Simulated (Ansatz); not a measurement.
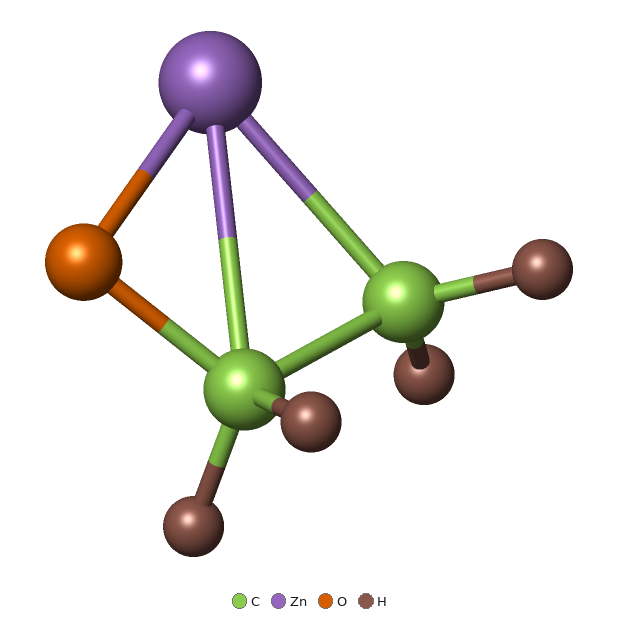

Sticks follow a distance rule. Harmonic vibrations computed with RKS PBE0-D4/def2-TZVP (Ansatz 0.2.0) at a stationary point of the same level.

### Is this a minimum or a saddle point?

A minimum: no imaginary frequency, and the lowest mode lies at 91 cm⁻¹.

### List the wavenumbers.

18 modes: 91, 375, 502, 598, 704, 866, 917, 930, 1026, 1126, 1228, 1303, 1444, 1498, 2978, 3017, 3112, 3187 cm⁻¹.
